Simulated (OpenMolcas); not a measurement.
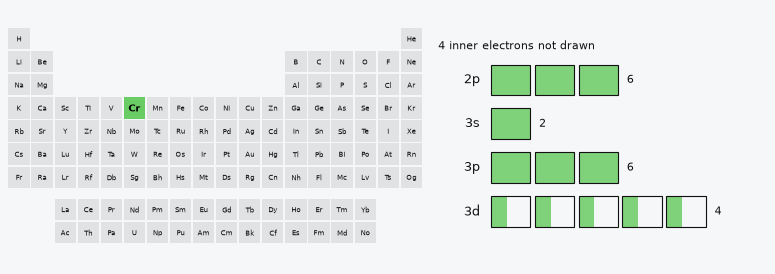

**Figure 1.** Left, the place of chromium in the periodic table; right, the outer shells of the leading configuration of the lowest level: a box for each of the 2l + 1 orbitals, shaded by the share of the shell that is filled, with the electron count at the right.

**Run report: Cr²⁺ complex, multiconfigurational calculation**

System: Cr²⁺ with 8 ligands (F; cube, 2.366 Å), embedded in CaF2 by model potentials and point charges, whose field is part of the energies.
Method: state-averaged SS-CASPT2, IPEA shift 0.25, imaginary shift 0.1 hartree, closed shells 3s 3p of the metal and the valence shells of the ligands correlated, active space 4 electrons in the shell 3d, basis ANO-RCC-VTZP on the metal and ANO-RCC-VDZP on the ligands, DKH2 scalar Hamiltonian, spin-orbit coupling by RASSI with atomic mean-field integrals (OpenMolcas).

**Input file**
```
&GATEWAY
Basis set
Cr.ANO-RCC-VTZP.
Cr1 0.0 0.0 0.0 Angstrom
End of basis
Basis set
F.ANO-RCC-VDZP.
L1 1.366011 1.366011 1.366011 Angstrom
L2 1.366011 1.366011 -1.366011 Angstrom
L3 1.366011 -1.366011 1.366011 Angstrom
L4 1.366011 -1.366011 -1.366011 Angstrom
End of basis
Basis set
Ca.EMB-AIMP.Pascual.0s.0s.ECP.CaF2.
PseudoCharge
* 21 symmetry-unique lattice sites within 7.6 angstrom
End of basis
Basis set
F.EMB-AIMP.Pascual.0s.0s.ECP.CaF2.
PseudoCharge
* 40 symmetry-unique lattice sites within 7.6 angstrom
End of basis
Symmetry
XYZ
AngMom=0.0 0.0 0.0
AMFI
RICD
XField
1348 Angstrom 0
* Evjen-weighted lattice charges
&SEWARD
&RASSCF
FileOrb=start.orb
Symmetry=1
Spin=5
nActEl=4 0 0
Inactive=23 26
Ras2=5 0
CIRoot=5 5 1
SDav=5
CIMx=300
Iter=150 100
PrWF=0.3
OrbListing=Nothing
MaxOrb=0
LevShft=1.0
>>> COPY $Project.JobIph JOB001
&RASSCF
FileOrb=start.orb
Symmetry=1
Spin=3
nActEl=4 0 0
Inactive=23 26
Ras2=5 0
CIRoot=45 45 1
SDav=45
CIMx=300
Iter=150 100
PrWF=0.3
OrbListing=Nothing
MaxOrb=0
LevShft=1.0
>>> COPY $Project.JobIph JOB002
&RASSCF
FileOrb=start.orb
Symmetry=1
Spin=1
nActEl=4 0 0
Inactive=23 26
Ras2=5 0
CIRoot=50 50 1
SDav=50
CIMx=300
Iter=150 100
PrWF=0.3
OrbListing=Nothing
MaxOrb=0
LevShft=1.0
>>> COPY $Project.JobIph JOB003
&RASSI
NrOfJobIphs=3 5 45 50
1 2 3 4 5
1 2 3 4 5 6 7 8 9 10 11 12 13 14 15 16 17 18 19 20 21 22 23 24 25 26 27
28 29 30 31 32 33 34 35 36 37 38 39 40 41 42 43 44 45
1 2 3 4 5 6 7 8 9 10 11 12 13 14 15 16 17 18 19 20 21 22 23 24 25 26 27
28 29 30 31 32 33 34 35 36 37 38 39 40 41 42 43 44 45 46 47 48 49 50
IphNames
JOB001
JOB002
JOB003
EJob
SpinOrbit
DIPRint=1.0
SOCoupling=1000.0
Subsets=2
Property=9
'ANGMOM' 1 'ANGMOM' 2 'ANGMOM' 3 'MLTPL  1' 1 'MLTPL  1' 2 'MLTPL  1' 3
'AMFI' 1 'AMFI' 2 'AMFI' 3
SOProperty=3
'ANGMOM' 1 'ANGMOM' 2 'ANGMOM' 3
>>> COPY JOB001 $Project.JobIph
&CASPT2
Multistate=5 1 2 3 4 5
NoMult
Frozen=6 7
IPEA=0.25
Imaginary=0.1
MaxIter=60
WThr=0.0 0.3 0.05
PrWF=0.5
NoMix
>>> COPY JOB002 $Project.JobIph
&CASPT2
Multistate=45 1 2 3 4 5 6 7 8 9 10 11 12 13 14 15 16 17 18 19 20 21 22
23 24 25 26 27 28 29 30 31 32 33 34 35 36 37 38 39 40 41 42 43 44 45
NoMult
Frozen=6 7
IPEA=0.25
Imaginary=0.1
MaxIter=60
WThr=0.0 0.3 0.05
PrWF=0.5
NoMix
>>> COPY JOB003 $Project.JobIph
&CASPT2
Multistate=50 1 2 3 4 5 6 7 8 9 10 11 12 13 14 15 16 17 18 19 20 21 22
23 24 25 26 27 28 29 30 31 32 33 34 35 36 37 38 39 40 41 42 43 44 45 46
47 48 49 50
NoMult
Frozen=6 7
IPEA=0.25
Imaginary=0.1
MaxIter=60
WThr=0.0 0.3 0.05
PrWF=0.5
NoMix
```

The file start.orb holds starting orbitals from an earlier step. A driver script formed the levels outside the program, from RASSI's spin-orbit matrix and the CASPT2 energies (for multi-state variants, the effective Hamiltonian), averaged over the components of each term or state. The log and the time are those of the CASPT2 step.

Run as:
```bash
OMP_NUM_THREADS=1 MOLCAS_MEM=2457 MOLCAS_PROJECT=a pymolcas a.inp > a.log  # once for each step of the input, in one work folder
```

**Output (extracts)**
```
--- CASPT2 ---
Orbital specifications:
      -----------------------

      Symmetry species                           1   2
                                                ag  au
      Frozen orbitals                            6   7
      Inactive orbitals                         17  19
      Active orbitals                            5   0
      Secondary orbitals                        58  59
      Deleted orbitals                           0   0
      Number of basis functions                 86  85
Type of calculation                        SS-CASPT2
      Fock operator                              state-specific
      IPEA shift                                 0.25
      Real shift                                 0.00
      Imaginary shift                            0.10
      The input orbitals will be transformed to quasi-canonical
Reference energy:       -1847.8118577121
      E2 (Non-variational):      -2.0221009744
      Shift correction:          -0.0011344217
      E2 (Variational):          -2.0232353961
      Total energy:           -1849.8350931082
      Residual norm:              0.0000002826
      Reference weight:           0.69706
      Contributions to the CASPT2 correlation energy
      Active & Virtual Only:         -0.0481841952
      One Inactive Excited:          -0.2130623614
      Two Inactive Excited:          -1.7608544179
Reference energy:       -1847.8118577121
      E2 (Non-variational):      -2.0221038469
      Shift correction:          -0.0011345617
      E2 (Variational):          -2.0232384087
      Total energy:           -1849.8350961207
      Residual norm:              0.0000002884
      Reference weight:           0.69705
      Contributions to the CASPT2 correlation energy
      Active & Virtual Only:         -0.0481975059
      One Inactive Excited:          -0.2130521811
      Two Inactive Excited:          -1.7608541600
::    CASPT2 Root  1     Total energy:  -1849.83509311
::    CASPT2 Root  2     Total energy:  -1849.83509612
::    CASPT2 Root  3     Total energy:  -1849.83500065
::    CASPT2 Root  4     Total energy:  -1849.81425236
::    CASPT2 Root  5     Total energy:  -1849.81428555
--- CASPT2 ---
Orbital specifications:
      -----------------------

      Symmetry species                           1   2
                                                ag  au
      Frozen orbitals                            6   7
      Inactive orbitals                         17  19
      Active orbitals                            5   0
      Secondary orbitals                        58  59
      Deleted orbitals                           0   0
      Number of basis functions                 86  85
Type of calculation                        SS-CASPT2
      Fock operator                              state-specific
      IPEA shift                                 0.25
      Real shift                                 0.00
      Imaginary shift                            0.10
      The input orbitals will be transformed to quasi-canonical
Reference energy:       -1847.7333392011
      E2 (Non-variational):      -2.0366544631
      Shift correction:          -0.0011614223
      E2 (Variational):          -2.0378158855
      Total energy:           -1849.7711550866
      Residual norm:              0.0000007743
      Reference weight:           0.69461
      Contributions to the CASPT2 correlation energy
      Active & Virtual Only:         -0.0568589726
      One Inactive Excited:          -0.2147819106
      Two Inactive Excited:          -1.7650135800
Reference energy:       -1847.7333392008
      E2 (Non-variational):      -2.0356843551
      Shift correction:          -0.0011597672
      E2 (Variational):          -2.0368441223
      Total energy:           -1849.7701833232
      Residual norm:              0.0000007454
      Reference weight:           0.69484
      Contributions to the CASPT2 correlation energy
      Active & Virtual Only:         -0.0563958751
      One Inactive Excited:          -0.2143997767
      Two Inactive Excited:          -1.7648887033
::    CASPT2 Root  1     Total energy:  -1849.77115509
::    CASPT2 Root  2     Total energy:  -1849.77018332
::    CASPT2 Root  3     Total energy:  -1849.77040956
::    CASPT2 Root  4     Total energy:  -1849.76156681
::    CASPT2 Root  5     Total energy:  -1849.76149972
::    CASPT2 Root  6     Total energy:  -1849.76332972
::    CASPT2 Root  7     Total energy:  -1849.75724495
::    CASPT2 Root  8     Total energy:  -1849.75732338
::    CASPT2 Root  9     Total energy:  -1849.75701417
::    CASPT2 Root 10     Total energy:  -1849.74636110
::    CASPT2 Root 11     Total energy:  -1849.74593307
::    CASPT2 Root 12     Total energy:  -1849.75074465
::    CASPT2 Root 13     Total energy:  -1849.75075695
::    CASPT2 Root 14     Total energy:  -1849.75064045
::    CASPT2 Root 15     Total energy:  -1849.74989005
::    CASPT2 Root 16     Total energy:  -1849.74976569
::    CASPT2 Root 17     Total energy:  -1849.74897375
::    CASPT2 Root 18     Total energy:  -1849.73228236
::    CASPT2 Root 19     Total energy:  -1849.73230162
::    CASPT2 Root 20     Total energy:  -1849.73200562
::    CASPT2 Root 21     Total energy:  -1849.73735185
::    CASPT2 Root 22     Total energy:  -1849.73712262
::    CASPT2 Root 23     Total energy:  -1849.73712341
::    CASPT2 Root 24     Total energy:  -1849.73717411
::    CASPT2 Root 25     Total energy:  -1849.73156199
::    CASPT2 Root 26     Total energy:  -1849.73130831
::    CASPT2 Root 27     Total energy:  -1849.72207455
::    CASPT2 Root 28     Total energy:  -1849.71218554
::    CASPT2 Root 29     Total energy:  -1849.71214848
::    CASPT2 Root 30     Total energy:  -1849.71216211
--- CASPT2 ---
Orbital specifications:
      -----------------------

      Symmetry species                           1   2
                                                ag  au
      Frozen orbitals                            6   7
      Inactive orbitals                         17  19
      Active orbitals                            5   0
      Secondary orbitals                        58  59
      Deleted orbitals                           0   0
      Number of basis functions                 86  85
Type of calculation                        SS-CASPT2
      Fock operator                              state-specific
      IPEA shift                                 0.25
      Real shift                                 0.00
      Imaginary shift                            0.10
      The input orbitals will be transformed to quasi-canonical
Reference energy:       -1847.7044591875
      E2 (Non-variational):      -2.0382724629
      Shift correction:          -0.0011435527
      E2 (Variational):          -2.0394160156
      Total energy:           -1849.7438752031
      Residual norm:              0.0000009396
      Reference weight:           0.69533
      Contributions to the CASPT2 correlation energy
      Active & Virtual Only:         -0.0574472498
      One Inactive Excited:          -0.2131394158
      Two Inactive Excited:          -1.7676857972
Reference energy:       -1847.6920137782
      E2 (Non-variational):      -2.0397698478
      Shift correction:          -0.0011507401
      E2 (Variational):          -2.0409205880
      Total energy:           -1849.7329343661
      Residual norm:              0.0000002725
      Reference weight:           0.69484
      Contributions to the CASPT2 correlation energy
      Active & Virtual Only:         -0.0562913285
      One Inactive Excited:          -0.2204689386
      Two Inactive Excited:          -1.7630095807
::    CASPT2 Root  1     Total energy:  -1849.74387520
::    CASPT2 Root  2     Total energy:  -1849.73293437
::    CASPT2 Root  3     Total energy:  -1849.73496974
::    CASPT2 Root  4     Total energy:  -1849.73506751
::    CASPT2 Root  5     Total energy:  -1849.72263103
::    CASPT2 Root  6     Total energy:  -1849.72299356
::    CASPT2 Root  7     Total energy:  -1849.72252462
::    CASPT2 Root  8     Total energy:  -1849.71866800
::    CASPT2 Root  9     Total energy:  -1849.71906983
::    CASPT2 Root 10     Total energy:  -1849.71874764
::    CASPT2 Root 11     Total energy:  -1849.70790754
::    CASPT2 Root 12     Total energy:  -1849.70795944
::    CASPT2 Root 13     Total energy:  -1849.70781818
::    CASPT2 Root 14     Total energy:  -1849.70751727
::    CASPT2 Root 15     Total energy:  -1849.71189285
::    CASPT2 Root 16     Total energy:  -1849.71169005
::    CASPT2 Root 17     Total energy:  -1849.71179369
::    CASPT2 Root 18     Total energy:  -1849.69759488
::    CASPT2 Root 19     Total energy:  -1849.69730300
::    CASPT2 Root 20     Total energy:  -1849.69504165
::    CASPT2 Root 21     Total energy:  -1849.69519747
::    CASPT2 Root 22     Total energy:  -1849.69567519
::    CASPT2 Root 23     Total energy:  -1849.69268119
::    CASPT2 Root 24     Total energy:  -1849.69303175
::    CASPT2 Root 25     Total energy:  -1849.69287309
::    CASPT2 Root 26     Total energy:  -1849.69359680
::    CASPT2 Root 27     Total energy:  -1849.66836429
::    CASPT2 Root 28     Total energy:  -1849.66782681
::    CASPT2 Root 29     Total energy:  -1849.66745682
::    CASPT2 Root 30     Total energy:  -1849.65851095
```

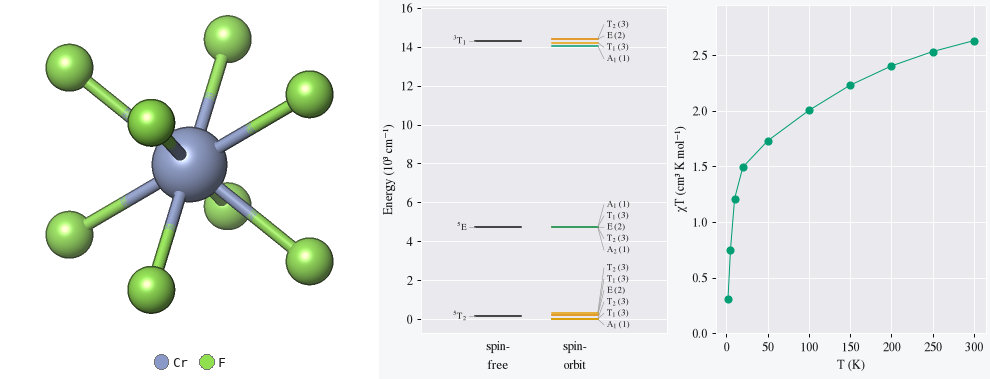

**Figure 2.** Cr²⁺ (3d⁴) as a dopant in CaF₂, a cluster with its 8 nearest F⁻ at 2.366 Å (cube) embedded in model potentials and point charges; the geometry was set, not optimised, and its levels and susceptibility. Labels give the representation in O, Td, D4 or D3 as the site allows (double group for half-integer spin) where it could be assigned and, in brackets, the degeneracy; spin-free states, where drawn, share the zero of the spin-orbit levels. Powder susceptibility by Van Vleck's formula. The ground level is A₁, non-degenerate, 100 % from states of spin multiplicity 5. The next level lies at 14 cm⁻¹ (T₁). The lowest spin-free state is ⁵T₂, from the free-ion D term; of the same spin there follows at 4,560 cm⁻¹ (⁵E) above it. χT is 0.309 cm³ K mol⁻¹ at 2 K and 2.63 at 300 K, an effective moment of 4.59 μB.

**Summary**

- outcome: converged; degenerate states are split by up to 468 cm⁻¹
- energy of the lowest spin-free term: −1849.83506 hartree
- energy of the lowest spin-orbit level: −1849.83579 hartree
- CASPT2 correlation energy: −2.0232 hartree
- largest spread among components of a term: 468.2 cm⁻¹
- lowest reference weight: 0.683
- hardware: 1 thread of Arm Neoverse V2, 24 GiB of memory available, shared host
- wall time: 11 min
- peak memory: 0.2 GiB

**Notes**

The components of ¹T1, which symmetry makes degenerate, are split by 468 cm⁻¹ in CASPT2, and those of 24 more by over 50 cm⁻¹. This is an artefact; the levels of such states rest on averages and are uncertain by about as much. Limits: small active space favours high spin, ground spin may be wrong; the geometry is set by hand, with no relaxation.
